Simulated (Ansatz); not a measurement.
Molecular dynamics of CH7B2ClSi (part 3 of 3)

CH7B2ClSi; RKS revPBE/def2-SVP (Ansatz 0.2.0). It belongs to a series of runs on one base structure; here: dynamics from the highest image of the converged band.

Geometry of the input (Å):
```
C  -1.0818  -0.6228  1.4338
B  -0.5412  -0.5298  -0.0383
Si 1.3165  0.7691  -0.3759
B  -0.1417  -0.5175  -1.4888
Cl 0.1352  -0.5288  -3.2194
H  -1.2792  0.3583  1.9106
H  -0.3587  -1.1713  2.0724
H  -2.0284  -1.2042  1.4369
H  1.2146  2.1601  -0.9496
H  2.5628  0.1059  -0.8981
H  1.4873  0.8998  1.1174
H  -1.2086  0.2263  -0.9670
```

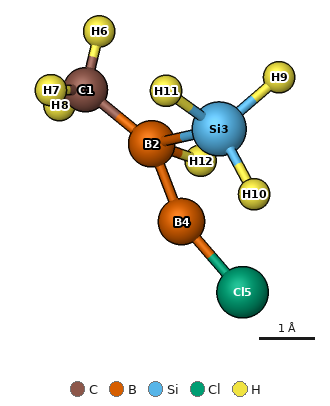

Fig. 1: The geometry at step 112 of the log (ball-and-stick view, seen at a tilt; atoms are numbered from 1 in the order of the input).

**Trajectory as extended XYZ, continued**
```
12
Properties=species:S:1:pos:R:3:forces:R:3 step=12 time_fs=6.0 energy=-22890.61395 temperature=169.1
C    -1.0804   -0.6412    1.4258    0.2813   0.5385   0.3490
B    -0.5196   -0.4778   -0.0381   -0.1305  -0.0580   0.3263
Si    1.3042    0.7609   -0.3688   -0.1853   0.8758   0.0068
B    -0.1242   -0.4915   -1.4839   -0.2402  -0.4545  -0.2980
Cl    0.1356   -0.5356   -3.2190   -0.0053   0.0810   0.1522
H    -1.3523    0.2852    1.9812    0.3114   0.2440  -0.2818
H    -0.2991   -1.1384    2.0689   -0.7683  -0.2245  -0.3030
H    -2.0676   -1.1378    1.3471    0.2289  -0.7024   0.2038
H     1.1554    2.1611   -1.0012    0.1933  -0.3941   0.3873
H     2.4613    0.0705   -0.9854    0.3510  -0.1510  -0.2168
H     1.6639    0.8483    1.1094   -0.2151   0.0481  -0.2271
H    -1.2763    0.1340   -0.9688    0.1789   0.1973  -0.0988
12
Properties=species:S:1:pos:R:3:forces:R:3 step=25 time_fs=12.5 energy=-22890.59371 temperature=153.7
C    -1.0792   -0.6441    1.4212   -1.2167   0.1412  -0.6277
B    -0.5005   -0.4243   -0.0292   -0.0773  -0.3247  -0.1327
Si    1.2904    0.7599   -0.3620    0.9286  -0.6667  -0.5291
B    -0.1142   -0.4797   -1.4871   -0.4775  -0.7484   0.0054
Cl    0.1359   -0.5421   -3.2171    0.0015   0.1146   0.0538
H    -1.3373    0.2851    1.9695   -0.0244  -0.0303  -0.0145
H    -0.4010   -1.2221    2.0306    0.7175  -0.4932   0.5523
H    -2.0171   -1.2732    1.3156    0.4988   0.4445   0.1106
H     1.1542    2.0947   -0.9501    0.1009   0.8357  -0.1169
H     2.4305    0.0113   -1.1227   -0.5049   0.4454   0.3792
H     1.7842    0.8090    1.0465   -0.1240   0.0253   0.2776
H    -1.2831    0.1065   -0.9992    0.1776   0.2566   0.0417
12
Properties=species:S:1:pos:R:3:forces:R:3 step=38 time_fs=19.0 energy=-22890.51015 temperature=89.5
C    -1.0896   -0.6477    1.4106    1.3765  -0.7047   0.4722
B    -0.4841   -0.3827   -0.0240   -0.0462  -0.4570  -0.2998
Si    1.2870    0.7564   -0.3609    0.0568   1.6322   0.3319
B    -0.1214   -0.4949   -1.4910   -0.5066  -0.6662   0.0998
Cl    0.1363   -0.5473   -3.2146    0.0001   0.0836  -0.0349
H    -1.3235    0.2829    1.9580   -0.2065  -0.1880   0.2593
H    -0.4187   -1.3406    2.0388   -0.1343   1.1314  -0.5556
H    -1.9231   -1.3375    1.3118   -1.1297   0.0233  -0.2059
H     1.2005    2.2208   -0.8892    0.0625  -0.6223   0.3520
H     2.2885    0.0719   -1.1704    0.7856  -0.3250  -0.4341
H     1.8438    0.7774    1.0519   -0.1924  -0.0719  -0.1075
H    -1.2300    0.1787   -1.0163   -0.0658   0.1648   0.1225
12
Properties=species:S:1:pos:R:3:forces:R:3 step=50 time_fs=25.0 energy=-22890.65071 temperature=197.7
C    -1.0854   -0.6670    1.4035   -1.3862   0.3989  -0.6744
B    -0.4721   -0.3581   -0.0282   -0.4766  -0.1000  -0.0461
Si    1.2881    0.7680   -0.3584    1.1795  -0.0833  -0.0960
B    -0.1447   -0.5305   -1.4925   -0.3973  -0.2870  -0.2349
Cl    0.1365   -0.5512   -3.2125   -0.0870   0.0110  -0.0087
H    -1.3699    0.2186    2.0127    0.0752   0.0219  -0.1445
H    -0.3664   -1.2261    1.9812    0.6109  -0.6848   0.5605
H    -2.0331   -1.2866    1.2661    0.8234   0.3652   0.1542
H     1.2605    2.2075   -0.7426   -0.1444   0.3122  -0.1137
H     2.3264    0.0837   -1.2836   -0.2475   0.3557   0.4989
H     1.8413    0.7236    1.0440    0.0125  -0.1548   0.0288
H    -1.1895    0.2974   -0.9914    0.0377  -0.1551   0.0758
12
Properties=species:S:1:pos:R:3:forces:R:3 step=62 time_fs=31.0 energy=-22890.61443 temperature=169.7
C    -1.0934   -0.6792    1.3895    1.3429   0.7814   0.5080
B    -0.4735   -0.3374   -0.0342   -0.3617   0.0676   0.0189
Si    1.3016    0.7811   -0.3559    0.6531   0.0886   0.4175
B    -0.1804   -0.5756   -1.5003   -0.1542   0.0248  -0.1991
Cl    0.1360   -0.5551   -3.2105   -0.1533  -0.0384  -0.0346
H    -1.3930    0.1715    2.0355    0.2458   0.3460  -0.1821
H    -0.2701   -1.2018    1.9786   -1.0171  -0.1020  -0.4194
H    -2.0283   -1.2094    1.2467   -0.3794  -1.0378   0.0210
H     1.2758    2.2626   -0.6165   -0.1985   0.0528  -0.1045
H     2.3327    0.1801   -1.2772    0.0861   0.0746   0.0633
H     1.8390    0.6207    1.0429    0.0959  -0.0747   0.0658
H    -1.1478    0.3729   -0.9471   -0.1594  -0.1829  -0.1548
12
Properties=species:S:1:pos:R:3:forces:R:3 step=75 time_fs=37.5 energy=-22890.70998 temperature=243.1
C    -1.0893   -0.6715    1.3789   -0.3172  -0.3519  -0.0828
B    -0.4872   -0.3139   -0.0422    0.0270  -0.1726  -0.4105
Si    1.3243    0.7970   -0.3460    0.1061   0.3634   0.9379
B    -0.2244   -0.6236   -1.5148    0.0867   0.2669   0.1062
Cl    0.1337   -0.5597   -3.2089   -0.1851  -0.0903  -0.1769
H    -1.3437    0.2167    1.9926   -0.0798  -0.1373   0.0493
H    -0.3615   -1.2942    1.9362    0.1575   0.1246   0.0909
H    -1.9865   -1.3460    1.2573    0.3034   0.5698   0.0299
H     1.2229    2.3269   -0.5188   -0.0673  -0.5402   0.0308
H     2.3888    0.3065   -1.2649    0.1474  -0.0795  -0.2458
H     1.8653    0.4897    1.0498   -0.0018   0.1816  -0.2079
H    -1.1599    0.3870   -0.9511   -0.1768  -0.1344  -0.1212
12
Properties=species:S:1:pos:R:3:forces:R:3 step=88 time_fs=44.0 energy=-22890.62293 temperature=176.1
C    -1.0854   -0.6681    1.3667    0.0108  -0.1806  -0.2888
B    -0.5009   -0.2965   -0.0634    0.1499  -0.3039  -0.1953
Si    1.3495    0.8151   -0.3248    0.1999  -1.1388  -0.0764
B    -0.2654   -0.6619   -1.5272    0.2943   0.3603  -0.0737
Cl    0.1292   -0.5654   -3.2093   -0.2099  -0.1597  -0.2786
H    -1.3199    0.2281    1.9702   -0.2090  -0.1798   0.2178
H    -0.4034   -1.3317    1.9189    0.6733   0.2244   0.2174
H    -1.9364   -1.3724    1.2666   -0.4803   0.4919  -0.1555
H     1.1353    2.2650   -0.4175   -0.0432   0.7031  -0.0380
H     2.4716    0.4112   -1.3192   -0.6604   0.1592   0.3244
H     1.9036    0.4188    1.0070    0.1663   0.1390   0.2665
H    -1.2314    0.3441   -0.9974    0.1083  -0.1151   0.0802
12
Properties=species:S:1:pos:R:3:forces:R:3 step=100 time_fs=50.0 energy=-22890.63191 temperature=183.1
C    -1.0789   -0.6716    1.3513    0.3961   0.0970   0.4361
B    -0.5081   -0.2900   -0.0884    0.3753  -0.2377   0.4745
Si    1.3730    0.8220   -0.3031   -1.4641   0.5399   1.1185
B    -0.2934   -0.6860   -1.5408    0.4893   0.2016  -0.2267
Cl    0.1230   -0.5722   -3.2125   -0.2107  -0.1737  -0.3792
H    -1.3566    0.1814    2.0093    0.1653   0.1213  -0.1543
H    -0.2917   -1.2577    1.9298   -0.7450   0.2317  -0.5158
H    -2.0182   -1.2518    1.2338    0.2007  -0.2780   0.0566
H     1.0538    2.3430   -0.3310    0.2745  -0.6310   0.0574
H     2.3825    0.5428   -1.3135    0.4851  -0.2510  -0.7308
H     1.9831    0.4094    1.0259   -0.0241   0.1767  -0.1178
H    -1.2724    0.2731   -1.0229    0.0577   0.2033  -0.0187
12
Properties=species:S:1:pos:R:3:forces:R:3 step=112 time_fs=56.0 energy=-22890.59225 temperature=152.5
C    -1.0703   -0.6667    1.3399   -1.3024   1.1224  -0.6350
B    -0.5039   -0.2908   -0.1009    0.4319  -0.0822   0.2624
Si    1.3826    0.8320   -0.2717   -0.4833  -0.4371  -0.2895
B    -0.3066   -0.7031   -1.5600    0.4011   0.2129   0.1429
Cl    0.1148   -0.5807   -3.2195   -0.1751  -0.1875  -0.5849
H    -1.3475    0.1763    2.0077    0.2188   0.3109  -0.1864
H    -0.2961   -1.1960    1.8663    0.4884  -1.0482   0.5702
H    -2.0477   -1.2004    1.2145    0.6030  -0.3825   0.1634
H     1.0482    2.2855   -0.2296    0.0562   0.3314   0.0145
H     2.3622    0.6169   -1.4533   -0.4694  -0.0133   0.5672
H     2.0643    0.4517    1.0213    0.0437  -0.0355  -0.0862
H    -1.2858    0.2612   -1.0475    0.1872   0.2086   0.0614
12
Properties=species:S:1:pos:R:3:forces:R:3 step=125 time_fs=62.5 energy=-22890.66938 temperature=212.1
C    -1.0769   -0.6388    1.3212    1.3487  -0.7324   0.5999
B    -0.4830   -0.2953   -0.1058    0.5693  -0.0776  -0.0942
Si    1.3839    0.8386   -0.2393   -1.0070   0.1102   0.2343
B    -0.3067   -0.7134   -1.5758    0.2517   0.3413   0.3645
Cl    0.1040   -0.5919   -3.2335   -0.1419  -0.1957  -0.6068
H    -1.2647    0.2591    1.9466   -0.1139  -0.2382   0.0896
H    -0.3174   -1.3305    1.8601   -0.6847   1.0323  -0.4844
H    -1.9512   -1.2905    1.2398   -0.6751   0.0367  -0.0358
H     1.0681    2.3139   -0.1128    0.0230  -0.0145  -0.0431
H     2.2245    0.6782   -1.4610    0.1838  -0.0918  -0.1098
H     2.1712    0.4820    0.9900    0.0597  -0.2046   0.0063
H    -1.2312    0.3221   -1.0521    0.1863   0.0342   0.0794
12
Properties=species:S:1:pos:R:3:forces:R:3 step=138 time_fs=69.0 energy=-22890.69135 temperature=229.2
C    -1.0686   -0.6250    1.3079   -1.0090  -0.2442  -0.5555
B    -0.4420   -0.3023   -0.1114    0.4164   0.0287   0.2941
Si    1.3723    0.8456   -0.2037   -0.3401   0.2642   0.2595
B    -0.2963   -0.7113   -1.5806    0.3497   0.3551  -0.1646
Cl    0.0914   -0.6055   -3.2540   -0.2110  -0.2221  -0.2704
H    -1.2247    0.2808    1.9181   -0.2605  -0.0591   0.2000
H    -0.3910   -1.2838    1.8226    1.0903  -0.4358   0.7115
H    -1.9761   -1.2969    1.2599    0.1176   0.8419  -0.1433
H     1.0942    2.3497   -0.0132    0.0161  -0.4453  -0.0613
H     2.1353    0.7110   -1.4912    0.1291   0.0351   0.0203
H     2.2884    0.4410    0.9462   -0.2115  -0.0917  -0.2156
H    -1.1121    0.4026   -1.0315   -0.0871  -0.0266  -0.0748
12
Properties=species:S:1:pos:R:3:forces:R:3 step=150 time_fs=75.0 energy=-22890.70840 temperature=242.5
C    -1.0671   -0.6236    1.2933    0.9038   0.2301   0.9656
B    -0.3905   -0.3075   -0.1083    0.0426   0.2395   0.2789
Si    1.3566    0.8538   -0.1682    0.4828  -0.9008  -0.9590
B    -0.2756   -0.6972   -1.5887    0.3046   0.4285  -0.2471
Cl    0.0777   -0.6202   -3.2759   -0.2228  -0.2311  -0.0925
H    -1.2587    0.2648    1.9410    0.1991   0.0861  -0.2391
H    -0.2932   -1.2286    1.8871   -0.9939   0.2195  -0.5182
H    -2.0464   -1.1123    1.2303   -0.1251  -0.5946  -0.0974
H     1.1161    2.2832    0.0664   -0.2115   0.7133   0.1729
H     2.1068    0.7491   -1.5234   -0.2698   0.1604   0.5877
H     2.3401    0.3634    0.8512    0.0097  -0.1196   0.1970
H    -1.0230    0.4617   -1.0321   -0.1195  -0.2313  -0.0485
12
Properties=species:S:1:pos:R:3:forces:R:3 step=162 time_fs=81.0 energy=-22890.73246 temperature=260.8
C    -1.0591   -0.6137    1.2934   -0.7062   0.7977  -0.3097
B    -0.3374   -0.3066   -0.0975   -0.2686  -0.0843  -0.1041
Si    1.3453    0.8548   -0.1404    0.1456   0.4541   0.7528
B    -0.2453   -0.6698   -1.6028    0.2016   0.3413   0.3032
Cl    0.0619   -0.6372   -3.2989   -0.1536  -0.1545  -0.0881
H    -1.2454    0.2904    1.9066    0.1466   0.2708  -0.0697
H    -0.3651   -1.2026    1.8968    0.0508  -0.7138   0.2857
H    -2.0785   -1.0544    1.1751    0.4785  -0.3888   0.0512
H     1.0866    2.3516    0.1880    0.0823  -0.6501   0.0064
H     2.0266    0.8375   -1.4302    0.4289   0.1375  -0.8532
H     2.3764    0.2563    0.8028   -0.2081   0.1419   0.0691
H    -0.9774    0.4507   -1.0508   -0.1977  -0.1519  -0.0437
12
Properties=species:S:1:pos:R:3:forces:R:3 step=175 time_fs=87.5 energy=-22890.77816 temperature=296.0
C    -1.0593   -0.5847    1.2927    0.0610  -0.4490  -0.2811
B    -0.2899   -0.3097   -0.0890   -0.5816  -0.5775  -0.2720
Si    1.3378    0.8597   -0.1060    1.0899   0.0889  -0.9852
B    -0.2049   -0.6285   -1.6089    0.1349   0.0693   0.2665
Cl    0.0430   -0.6572   -3.3245   -0.1128  -0.0839   0.1389
H    -1.1867    0.3748    1.8397   -0.2613  -0.3326   0.1856
H    -0.4947   -1.3143    1.9239    0.2258   0.4177  -0.0815
H    -2.0137   -1.1344    1.1226   -0.1018   0.4987   0.0073
H     1.0718    2.2622    0.3358   -0.0237   0.2457   0.2034
H     2.0285    0.9835   -1.5029   -0.3087   0.0098   0.6972
H     2.3518    0.1849    0.7831    0.0047   0.0859   0.0844
H    -1.0013    0.3857   -1.0851   -0.1265   0.0268   0.0365
12
Properties=species:S:1:pos:R:3:forces:R:3 step=188 time_fs=94.0 energy=-22890.78785 temperature=303.5
C    -1.0568   -0.5652    1.2806    0.5327  -0.9215   0.1816
B    -0.2637   -0.3320   -0.0893   -0.6849  -0.2987  -0.1082
Si    1.3434    0.8675   -0.0815    0.2990   0.5975   0.2767
B    -0.1605   -0.5845   -1.6068   -0.1721  -0.1996  -0.3021
Cl    0.0229   -0.6782   -3.3484    0.0028   0.0459   0.5644
H    -1.2121    0.3737    1.8447   -0.0913  -0.0844   0.1337
H    -0.5413   -1.3297    1.9477   -0.0101   0.7650  -0.4405
H    -2.0088   -1.0707    1.0687   -0.5158   0.1454  -0.0571
H     1.0535    2.2177    0.5525    0.0209  -0.0823  -0.0431
H     1.9633    1.1402   -1.4065    0.2551   0.0723  -0.2798
H     2.3266    0.1440    0.7948    0.1360  -0.0401  -0.0092
H    -1.0636    0.3218   -1.1062    0.2277   0.0004   0.0835
12
Properties=species:S:1:pos:R:3:forces:R:3 step=200 time_fs=100.0 energy=-22890.70433 temperature=239.1
C    -1.0537   -0.5644    1.2653   -1.3939   0.6060  -0.4981
B    -0.2611   -0.3623   -0.0945   -0.2865   0.2054  -0.2965
Si    1.3537    0.8809   -0.0572    0.2163   0.7137   0.6011
B    -0.1241   -0.5507   -1.6131   -0.2071  -0.5389  -0.3761
Cl    0.0044   -0.6971   -3.3649    0.0975   0.1867   0.7421
H    -1.2615    0.3378    1.8836    0.3659   0.2338  -0.2838
H    -0.5087   -1.2224    1.9265    0.2542  -0.9419   0.4849
H    -2.0940   -0.9288    1.0194    0.6694  -0.3496   0.3025
H     1.0406    2.1722    0.7416    0.0766  -0.4114  -0.3661
H     1.9654    1.3075   -1.3629    0.1546  -0.0451  -0.0260
H     2.3433    0.1010    0.7978   -0.0296   0.0960  -0.2830
H    -1.0588    0.2729   -1.0992    0.0828   0.2453  -0.0009
```

**Key numbers**

- outcome: finished
- mean temperature over the second half: 235 K
- trajectory: 200 steps, 100 fs
- ensemble: nve
- temperature in the input: 300.0 K
- time step: 0.5 fs
- potential energy (last step): −22890.7044 eV
- mean-field energy (last step): −22890.7044 eV
- largest force (length of the vector) (last step): 1.599 eV/Å
- hardware: 2 threads of Intel Xeon (Granite Rapids), 16 GiB of memory available, shared host
- wall time: 4.5 min (CPU time 8.7 min)
- peak memory: 0.16 GiB

**Remarks**

So short a trajectory is not equilibrated.
